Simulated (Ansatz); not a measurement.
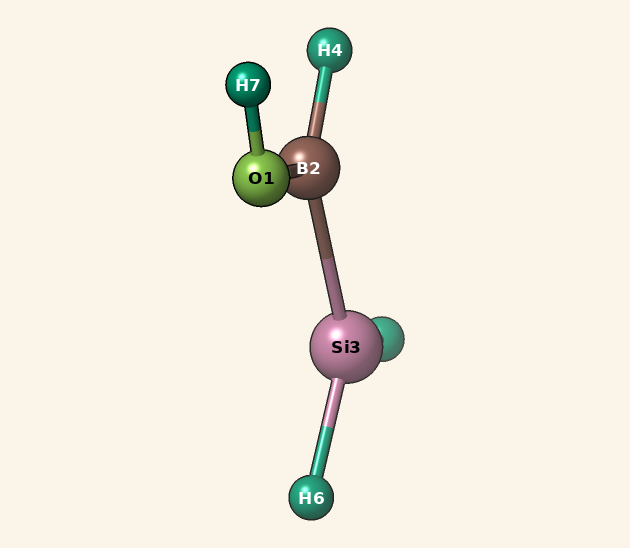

B2 lies behind O1. The molecule seen a little off the O1–B2 bond, O1 in front. Depth is shown by fading: the farther an atom, the more it takes the colour of the background. Charge 0, doublet. The geometry was computed by an optimisation with PBE0-D4/def2-TZVP. No frequency run is at hand to confirm it as a minimum.

Question: What is the torsion angle H7–O1–B2–Si3? The sign is positive where the front bond must turn clockwise to cover the back bond.

Answer: 179°, antiperiplanar (anti).
